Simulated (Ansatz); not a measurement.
# Phonon transport in KBr (Fm-3m), part 2 of 3

Aim: the lattice thermal conductivity of KBr against temperature, and which phonons carry it.

Experimental results on record:
- thermal conductivity 3.4 W/m/K near room temperature (given in “Combining the AFLOW GIBBS and Elastic Libraries to efficiently and robustly screen thermo-mechanical properties of solids”, 2017, arXiv:1611.05714)
- thermal conductivity 3.4 W/m/K near room temperature (given in “Predicting the lattice thermal conductivity of solids by solving the Boltzmann transport equation: AFLOW - AAPL an automated, accurate and efficient framework”, 2017, arXiv:1611.05481)

Ansatz 0.2.0; DFT LDA, scalar-relativistic, plane waves, PAW; PAW set soft_1.

So far. Step 2 (A first coarse run): The start is under -1.6 GPa at this level and looks like an insulator or semiconductor on this mesh. Step 5 (Tight relaxation): The residual pressure is -1.7e-6 GPa, small enough for phonons. The relaxed cell has a = 6.372 Å (conventional setting).

### Step 6. Anharmonic force constants and conductivity

Pairs of atoms inside the cutoff are displaced in a supercell, the forces give the cubic constants, and these give the three-phonon rates of the Boltzmann equation.

File input.yaml:

```yaml
crystal:
  lattice:
    - [0.0, 3.1859975142, 3.1859975142]
    - [3.1859975142, 0.0, 3.1859975142]
    - [3.1859975142, 3.1859975142, 0.0]
  atoms:
    - { symbol: K, position: [0.0, 0.0, 0.0] }
    - { symbol: Br, position: [0.5, 0.5, 0.5] }
kpoints:
  mp_grid: { grid: [6, 6, 6] }
hamiltonian:
  xc: lda
  pseudopotentials: { kind: paw, azcp: { folder: soft_1 }, xc_functional: pbe }
scf:
  occupations: { method: fixed }
  lower_state_search: "off"
output:
  eigenvalues: true
phonons:
  method: fd
  dielectric: true
  qmesh: [6, 6, 6]
  temperatures: { t_max: 1000, t_step: 50 }
  qpath:
    path:
      - [[0.0, 0.0, 0.0], [0.5, 0.0, 0.5], [0.5, 0.25, 0.75], [0.375, 0.375, 0.75], [0.0, 0.0, 0.0], [0.5, 0.5, 0.5], [0.625, 0.25, 0.625], [0.5, 0.25, 0.75], [0.5, 0.5, 0.5], [0.375, 0.375, 0.75]]
      - [[0.625, 0.25, 0.625], [0.5, 0.0, 0.5]]
    npoints: 10
  third_order: { supercell: [3, 3, 3], pair_cutoff: 4.656 }
  lattice_thermal_conductivity:
    qmesh: [17, 17, 17]
    temperatures: [100.0, 150.0, 200.0, 300.0, 400.0, 500.0]
    isotope_mass_variance:
      - { species: Br, variance: 0.0001563 }
      - { species: K, variance: 0.000164 }
```

The run is started by

```sh
ansatz run input.yaml --threads 18 --pin off --max-ram 92160MiB --backend cuda --events-out ev --progress --plain --runs-dir out
```

Numbers of over 12 decimals in the logs are rounded to 6 here.

Output:

```text
Warning: phonons.dielectric: true without phonons.rigid_motions: the static dielectric tensor ε⁰ will be withheld (ε∞, Z* and the rows of modes are given); for a crystal or a slab, whose only rigid motions are the translations, set phonons.rigid_motions: translations
[...]
Crystal: 12 atoms, lattice volume = 388.077 Å³
Basis set: ecut = 420 eV, 7569 PW (Γ), FFT grids on a1, −a1+a2+a3, −a1+a3
Bands: 60, of which v1, the nominal top of the filled ones, is band 48 counted from 1 (47 counted from 0)
Symmetry: 24 space group operations
k-points: 16 of 36
[...]
SCF iter   1: F=—  HF=-25161.899631 eV  |F-HF|=—  |Δ(HF+E_count)|=         —  Δρ=9.93e-8  dr2=2.58e-11  ethr=1.00e-12  ⟨swp⟩=3.0  Hψ=2444  notcnv=0
[...]
SCF iter   2: F=-25161.899631 eV  HF=-25161.899631 eV  |F-HF|=7.28e-12  |Δ(HF+E_count)|=    0.00e0  Δρ=4.64e-8  dr2=5.28e-12  ethr=1.00e-12  ⟨swp⟩=3.0  Hψ=2467  notcnv=0
SCF 1 converged in 2 iterations: F = -25161.899631 eV  dr2 = 5.28e-12
[...]
Crystal: 2 atoms, lattice volume = 64.679 Å³
Basis set: ecut = 420 eV, 1243 PW (Γ), exchange–correlation on 64×64×64 points (8 copies of the dense FFT grid, shifted against one another)
Bands: 12, of which v1, the nominal top of the filled ones, is band 8 counted from 1 (7 counted from 0)
Symmetry: 48 space group operations
k-points: 30 of 216 (irreducible under 8 space group operations, time reversal used)
[...]
SCF iter   3: F=-4193.649938 eV  HF=-4193.649938 eV  |F-HF|=7.37e-11  |Δ(HF+E_count)|=  1.14e-10  Δρ=4.32e-7  dr2=9.31e-11  ethr=1.00e-12  ⟨swp⟩=4.3  Hψ=1862  notcnv=0
SCF 2 converged in 3 iterations: F = -4193.649938 eV  dr2 = 9.31e-11
[...]
SCF 3 converged in 6 iterations: F = -25161.899624 eV  dr2 = 3.66e-12
[...]
symmetry images taken by strict's conditions (phonons.symmetry_images: auto; settled by no image being taken that strict refuses)
  supercell 10 (6 cells, vectors [1, 0, 0], [0, 1, 0], [0, 0, 6] in multiples of the cell's): 3 displaced members by 0.0025 Å; free energy -25161.899632 eV; taken off its force constants: by the sum rule 5.5e-4, by the symmetrisation 1.7e-5 eV/Å²; Γ matrix within 3.3e-5 eV/Å² of supercell 1's
[...]
q = [0.0000, 0.0000, 0.0000] (star 1, supercell 1; hermiticity 1.01e-16, symmetrization 3.91e-6): -0.00 0.00 0.00 129.91 129.91 129.91
[...]
joined force constants: q→R imaginary residual 1.61e-18
  density of states and harmonic sums: on the 18×18×18 q-mesh, interpolated from the force constants of a 6×6×6 supercell (with the dipole–dipole term)
  largest difference from the sums on the solved wave vectors: F 4.68e-3 eV, S 5.83e-6 and C_V 1.15e-6 eV/K
  zero-point energy: 0.036758 eV/cell   skipped modes (ω ≤ 0): 3   left out of the sums: 8.57e-5 of the cell's modes: C_V's classical limit lies that fraction below 3 k_B per atom; for a crystal, a wire or a layer, F and S can be off by more, and a phonons.interpolated_qmesh denser along its periods is the remedy for the sampling
--- Third-order force constants: 50 member SCFs in a 3×3×3 supercell (pair cutoff 4.656 Å, amplitude 0.03 Å, SCF threshold 1.00e-9 eV, Σ member SCF iterations 317) ---
[...]
sum-rule residual: 2.617e-2 → 2.849e-16 eV/Å³; symmetrization residual: 4.513e-3 eV/Å³; largest sum-rule correction relative to its orbit: 1.414e-1, on the orbit of the block of home site 1 with site 1 of cell (-1, 0, 0) and site 1 of cell (-1, 0, 0), whose norm before the correction was 1.200e-1 eV/Å³
--- Lattice thermal conductivity: 17×17×17 mesh (165 irreducible points), tetrahedron method ---
  three-phonon and isotope scattering only; four-phonon, boundary and, in a metal, phonon-electron scattering are left out
  each conductivity is what the modes' populations carry and what the coherences between them add
  conductivity (a third of the tensor's trace), W/(m K), in the relaxation-time approximation and from the full solution:
       T (K)   relaxation time   full solution  iterations             ending  least Ritz value
      100.00           16.2407         17.1651           8          converged          6.216e-1
      150.00           10.4602         11.0728           8          converged          6.123e-1
      200.00            7.7725          8.2359           8          converged          6.077e-1
      300.00            5.1734          5.4874           8          converged          6.031e-1
      400.00            3.8977          4.1358           9          converged          6.001e-1
      500.00            3.1385          3.3304           9          converged          5.988e-1
```

It took 52 s on 1 × NVIDIA GB200 with 18 threads of Arm Neoverse V2, shared host; peak memory 2.1 GiB.

Numbers from this step:

- Γ frequencies: 0, 0, 0, 129.9, 129.9, 129.9 cm⁻¹ (negative: imaginary)
- lowest frequency on the path: 0 cm⁻¹
- zero-point energy: 0.03676 eV/cell
- point group: m-3m
- highest frequency: 172.1 cm⁻¹
- Debye temperature from the second moment: 196 K
- κ at 300 K (relaxation time): 5.173 W/m/K
- κ at 300 K (full solution): 5.487 W/m/K
- dipole term: run
- mean free path at half of κ: 17.3 nm
- share of κ above the three lowest branches: 0.05
- third-order blocks: 350
- periodic aliases dropped: 24
- largest relative sum-rule correction: 0.1414
- displaced cells, third order: 50

LO-TO term included. Phonon branches along the path, in cm⁻¹:

```
    point  branch 1  branch 2  branch 3  branch 4  branch 5  branch 6
        Γ         0         0         0       130       130       172
        X        39        39        70       135       135       142
        W        58        58        84       121       138       138
        K        59        64        73       126       136       140
        Γ         0         0         0       130       130       172
        L        79        79        97       110       110       155
        U        59        64        73       126       136       140
        W        58        58        84       121       138       138
        L        79        79        97       110       110       155
        K        59        64        73       126       136       140
jump to U        59        64        73       126       136       140
        X        39        39        70       135       135       142
```

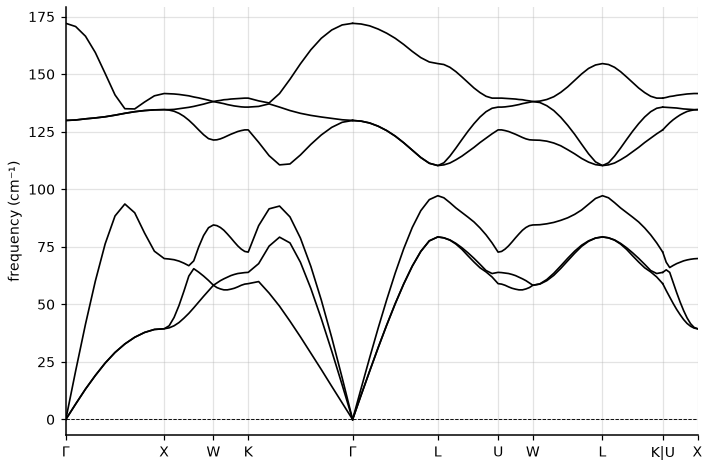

Phonon branches along the path.

W/m/K. Kappa, by row:

```
T (K)  RTA xx  RTA yy  RTA zz  full xx  full yy  full zz  coherence part xx  coherence part yy  coherence part zz     ending  iterations  least Ritz value
  100   16.24   16.24   16.24    17.17    17.17    17.17            0.02148            0.02148            0.02148  converged           8             0.622
  150   10.46   10.46   10.46    11.07    11.07    11.07            0.03113            0.03113            0.03113  converged           8             0.612
  200   7.773   7.773   7.773    8.236    8.236    8.236            0.03885            0.03885            0.03885  converged           8             0.608
  300   5.173   5.173   5.173    5.487    5.487    5.487            0.05151            0.05151            0.05151  converged           8             0.603
  400   3.898   3.898   3.898    4.136    4.136    4.136            0.06193            0.06193            0.06193  converged           9               0.6
  500   3.139   3.139   3.139     3.33     3.33     3.33            0.07078            0.07078            0.07078  converged           9             0.599
```

The lattice thermal conductivity by temperature:

```
temperature (K)  RTA xx (W/m/K)  full xx (W/m/K)
            100            16.2             17.2
            150            10.5             11.1
            200            7.77             8.24
            300            5.17             5.49
            400            3.90             4.14
            500            3.14             3.33
```

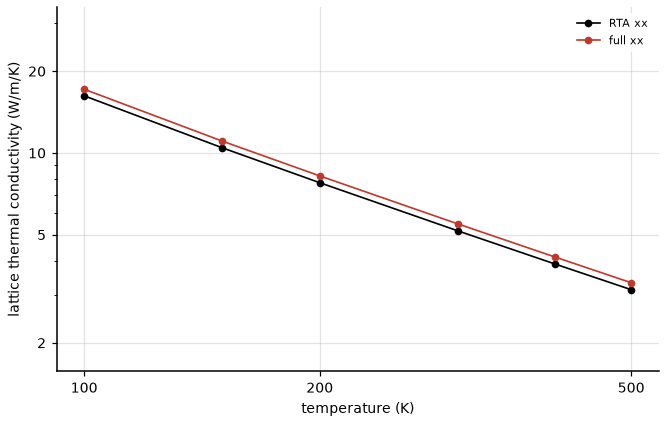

Lattice thermal conductivity against temperature.

The modes has structure finer than the step of the table below, so its rows give means over 10 cm⁻¹, whole bins alone (the curve runs from -10 to 187 cm⁻¹). Peaks (cm⁻¹: height): Br 76.6: 0.0612, 86.5: 0.0543, 132.3: 0.0278; K 65.5: 0.0125, 132.3: 0.0773.

Phonopy on the run's constants, 15x15x15 mesh, Gaussian sigma 2.0 cm⁻¹. The modes by wavenumber; means over each step; values in 1/cm⁻¹/cell:

```
wavenumber (cm⁻¹)       Br        K
                0   6.7e-5   3.4e-5
               10   7.3e-4   3.5e-4
               20  0.00316  0.00148
               30  0.00850  0.00377
               40   0.0209  0.00853
               50   0.0302   0.0111
               60   0.0388   0.0118
               70   0.0496   0.0103
               80   0.0491  0.00545
               90   0.0413  0.00342
              100  0.00141   9.1e-5
              110  0.00187   0.0192
              120   0.0118   0.0548
              130   0.0236   0.0689
              140   0.0122   0.0593
              150  0.00296   0.0272
              160  0.00265   0.0114
              170  0.00112  0.00279
              180   6.9e-6   1.3e-5
```

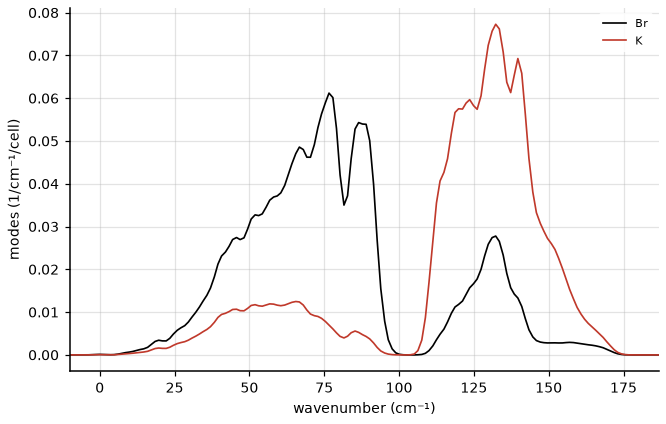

Modes, plotted against wavenumber.

Distinct triplets, nearest first. Third order norms, by row:

```
   sites  side 1 (Å)  side 2 (Å)  side 3 (Å)  norm of the 27 components (eV/Å³)
   K-K-K           0           0           0                                  0
Br-Br-Br           0           0           0                                  0
 K-Br-Br           0        3.19        3.19                              4.108
  K-Br-K           0        3.19        3.19                              4.228
 K-Br-Br        3.19        3.19        4.51                               0.03
  K-Br-K        3.19        3.19        4.51                              0.044
   K-K-K           0        4.51        4.51                              0.222
   K-K-K        4.51        4.51        4.51                              0.006
Br-Br-Br           0        4.51        4.51                              0.123
Br-Br-Br        4.51        4.51        4.51                               0.02
```

Born charge (rows field, columns displacement) (e), principal values of the symmetric part by kind of site:

```
atom  atoms with these values    low  middle   high   mean
  K1                        1   1.10    1.10   1.10   1.10
 Br2                        1  -1.10   -1.10  -1.10  -1.10
```

In full for Br2:

```
-1.10  0.00  0.00
 0.00 -1.10  0.00
 0.00  0.00 -1.10
```

RTA, 300 K. Kappa by branch, by row:

```
branch (by rank)  mean frequency (THz)  mean rms speed (km/s)  median lifetime (ps)  share of kappa
               1                  1.51                   1.54                  10.9           0.403
               2                  1.89                   1.76                  4.81           0.357
               3                  2.44                   1.41                  4.17            0.19
               4                  3.63                    0.8                  2.27            0.02
               5                  3.91                   0.67                  2.71           0.018
               6                   4.4                   0.77                  1.27           0.012
```

Spectral kappa at 300 K against frequency; read off at these points; values in W/m/K/THz:

```
frequency (THz)  relaxation time (W/m/K/THz)  full solution (W/m/K/THz)
           0.05                            0                          0
           0.35                        0.909                      0.901
           0.45                         1.61                       1.62
           0.65                        0.940                      0.954
           0.95                         1.71                       1.82
           1.05                         2.38                       2.51
           1.25                         2.83                       3.00
           1.35                         4.30                       4.57
           1.55                         2.55                       2.77
           1.75                         3.15                       3.27
           1.85                         2.87                       3.03
           2.15                         2.14                       2.20
           2.45                        0.955                       1.04
           2.75                        0.252                      0.321
           3.05                            0                          0
           3.35                       0.0811                     0.0998
           3.65                        0.401                      0.610
           3.95                        0.303                      0.518
           4.25                        0.129                    -0.0265
           4.55                        0.116                     0.0603
           4.85                       0.0205                     0.0600
           5.15                       2.3e-4                    0.00198
```

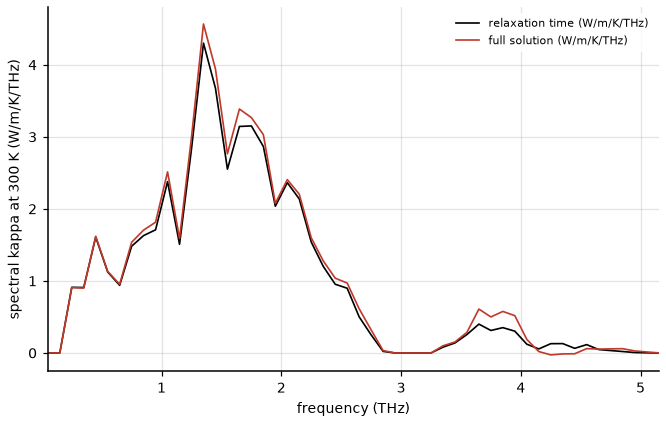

Spectral kappa at 300 K against frequency.

Relaxation-time solution. The share of κ carried by shorter paths by mean free path:

```
mean free path (nm)  100 K  300 K  500 K
              0.464      0      0  0.002
              0.681      0  0.001  0.006
                  1      0  0.004  0.015
               1.47      0  0.011  0.044
               2.15  0.001  0.034   0.06
               3.16  0.004  0.056  0.081
               4.64   0.01  0.072  0.161
               6.81  0.029  0.124  0.315
                 10  0.041   0.26   0.49
               14.7  0.054  0.422  0.665
               21.5  0.097  0.595  0.798
               31.6  0.214  0.747  0.877
               46.4  0.372  0.857  0.899
               68.1  0.544  0.897  0.914
                100  0.716  0.913  0.947
                147  0.831  0.929  0.947
                215  0.887  0.946  0.982
                316  0.909  0.946      1
                464  0.923      1      1
                681  0.943      1      1
               1000  0.943      1      1
               1470      1      1      1
```

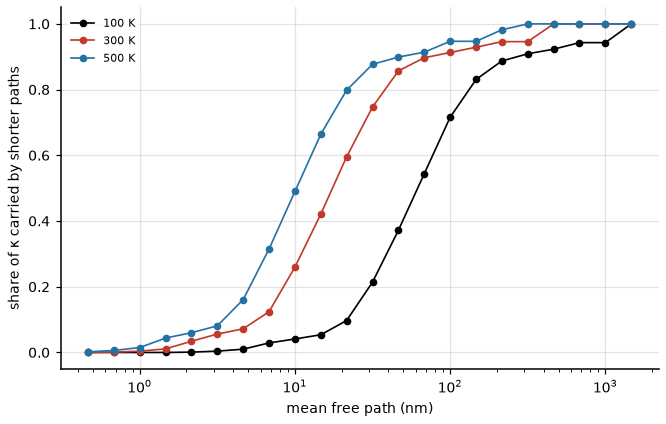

Share of κ carried by shorter paths, plotted against mean free path.

[end of part 2 of 3]

[Logs are printed without paths, hosts, clocks, repeated set-up lines and the standing remarks that a program may print on its own settings, such as how far it seeks lower states.]

[Hosts, paths, dates, database ids (printed as entryN), source tags and the programs' standing remarks are cut or masked in the printed files.]

[A step with changed settings may run another functional than the one named; its input shows which.]
